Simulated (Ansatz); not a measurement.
# CH6Si (methylsilane): RPA@PBE/STO-3G

Aim: the electronic atomisation energy of CH6Si (methylsilane) at RPA@PBE/STO-3G, from 4 runs. 

The calculation is run with Ansatz 0.2.0.

47 further runs of the same task are left out: 1 that didn't finish, 46 set aside as unsound or not needed.

**1. The molecule**

CH6Si: 8 atoms, total charge 0, spin state singlet. SMILES: `C[SiH3]`. The shape is that of a PBE0-D4/def2-TZVP optimisation.

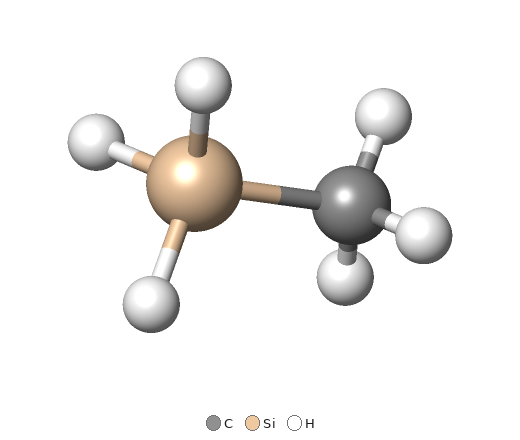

Viewed from a chosen angle; carbon grey, silicon light orange, hydrogen white.

**2. A single-point energy at RPA@PBE/STO-3G**

Contents of job.yaml:

```yaml
crystal:
  periodic: [false, false, false]
  atoms:
    - {symbol: C, position_ang: [-0.181500, 0.239740, -0.940300]}
    - {symbol: Si, position_ang: [0.162420, -0.214550, 0.841500]}
    - {symbol: H, position_ang: [-1.240470, 0.112510, -1.175580]}
    - {symbol: H, position_ang: [0.395470, -0.391420, -1.619800]}
    - {symbol: H, position_ang: [0.086600, 1.280720, -1.133860]}
    - {symbol: H, position_ang: [-0.624960, 0.646220, 1.765390]}
    - {symbol: H, position_ang: [1.605560, -0.040010, 1.159870]}
    - {symbol: H, position_ang: [-0.203110, -1.633210, 1.102780]}
basis:
  gaussian: {orbitals: STO-3G}
hamiltonian: {xc: {name: PBE}}
correlation: {method: rpa, frozen_orbitals: {C: 1, H: 0, Si: 5}}
accuracy: high
```

Run with:

```
ansatz run job.yaml --threads 1 --pin off --max-ram 3480MiB --events-out events.jsonl --progress --plain --runs-dir runs
```

Output:

```text
Warning: RAYON_NUM_THREADS=1 ignored (pool sized by the plan → 1); use --threads N
Functional definition: PBE
  name "PBE"
  parameter kappa = 0.804
  parameter beta = 0.06672455060314922
  exchange = pbe_x(kappa = kappa, mu = beta*pi^2/3)
  correlation = pbe_c(beta = beta)
361 factors; integrals over basis functions are off by at most 5.4e-9 eV
mean field evaluation 1: about -8901.2968 eV, gradient 1.7e1 eV
mean field evaluation 2: about -8901.2094 eV, gradient 1.7e1 eV
mean field evaluation 4: about -8902.1249 eV, gradient 1.6e0 eV
mean field evaluation 8: about -8902.1317 eV, gradient 1.1e-3 eV
mean field -8902.13174232 eV, -327.1473074488 hartree, gradient 2.3e-8 eV, S^2 0.000000; 0 other end points of the search recorded, 0 dependent functions left out
6 core orbitals not correlated: weight in the atoms' cores, before any rotation towards them, 0.999 or more for the frozen orbitals, at most 0.000 for the correlated occupied ones
reference -8884.40785122 eV, -326.4959664644 hartree; 7, 7 occupied and 7, 7 virtual orbitals, 361 factors
Total energy: -8890.15946434 eV, -326.7073343481 hartree
```

Run time: 1.6 s. Hardware: 1 thread of Arm Neoverse V2, shared host; peak memory 0.11 GiB.

**3. The C atom, same level**

Contents of molecule.yaml:

```yaml
crystal:
  periodic: [false, false, false]
  atoms:
    - {symbol: C, position_ang: [0.000000, 0.000000, 0.000000]}
basis:
  gaussian:
    orbitals: STO-3G
correlation:
  method: rpa
  frozen_orbitals: {C: 1}
accuracy: high
hamiltonian:
  xc: pbe
magnetization:
  spin_polarized: true
  initial_magnetization: 2
total_charge: 0
```

Run with:

```
ansatz run molecule.yaml --threads 1 --pin off --max-ram 3480MiB --events-out events.jsonl --progress --plain --runs-dir runs
```

Output (excerpt; [...] marks lines left out):

```text
Warning: RAYON_NUM_THREADS=1 ignored (pool sized by the plan → 1); use --threads N
[... 6 set-up lines as earlier in the session ...]
15 factors; integrals over basis functions are off by at most 9.8e-10 eV
mean field evaluation 1: about -1014.6260 eV, gradient 1.7e-12 eV
mean field evaluation 2: about -1014.6263 eV, gradient 7.8e-12 eV
mean field evaluation 4: about -1014.6261 eV, gradient 0.0e0 eV
mean field evaluation 8: about -1014.6262 eV, gradient 9.5e-2 eV
mean field evaluation 16: about -1014.6261 eV, gradient 1.1e-11 eV
mean field -1014.62632258 eV, -37.2868296162 hartree, gradient 1.5e-23 eV, S^2 2.000000; 7 other end points of the search recorded, 0 dependent functions left out
1 core orbitals not correlated: weight in the atoms' cores, before any rotation towards them, 1.000 or more for the frozen orbitals, at most 0.000 for the correlated occupied ones
reference -1012.21982732 eV, -37.1983925466 hartree; 3, 1 occupied and 1, 3 virtual orbitals, 15 factors
Total energy: -1013.94380846 eV, -37.2617476849 hartree
```

It took 0.32 s on 1 thread of Arm Neoverse V2, shared host.

**4. The H atom, same level**

Contents of molecule.yaml:

```yaml
crystal:
  periodic: [false, false, false]
  atoms:
    - symbol: H
      position_ang: [0.000000, 0.000000, 0.000000]
basis:
  gaussian:
    orbitals: STO-3G
magnetization:
  spin_polarized: true
  initial_magnetization: 1
hamiltonian:
  xc: pbe
correlation:
  method: rpa
  frozen_orbitals: {H: 0}
accuracy: high
```

Run the same way, it converges to -0.46658 Eh (log not shown).

**5. The Si atom**

Contents of job.yaml:

```yaml
basis:
  gaussian:
    orbitals: STO-3G
crystal:
  periodic: [false, false, false]
  atoms:
    - {symbol: Si, position_ang: [0.000000, 0.000000, 0.000000]}
magnetization:
  spin_polarized: true
  initial_magnetization: 2
hamiltonian:
  xc: pbe
correlation:
  method: rpa
  frozen_orbitals: {Si: 5}
accuracy: high
```

Run the same way, it converges to -285.51519 Eh (log not shown).

**6. What came out**

At RPA@PBE/STO-3G, 6 core orbitals frozen:

| quantity | value |
| --- | --- |
| molecule: total energy | -326.70733 Eh |
| molecule: RPA correlation energy (valence) | -211.4 mEh |
| C atom: total energy | -37.26175 Eh |
| C atom: RPA correlation energy (valence) | -63.4 mEh |
| C atom: ⟨S²⟩ of the reference determinant | 2.000 |
| H atom: total energy | -0.46658 Eh |
| H atom: RPA correlation energy | 0.0 mEh |
| H atom: ⟨S²⟩ of the reference determinant | 0.750 |
| Si atom: total energy | -285.51519 Eh |
| Si atom: RPA correlation energy (valence) | -51.1 mEh |
| Si atom: ⟨S²⟩ of the reference determinant | 2.000 |
| electronic atomisation energy | 30.773 eV |

Taking the molecule apart into free atoms costs 30.77 eV (710 kcal/mol), before zero-point energy and without spin-orbit coupling. In a minimal basis such a difference can be off by several eV, whatever the method.
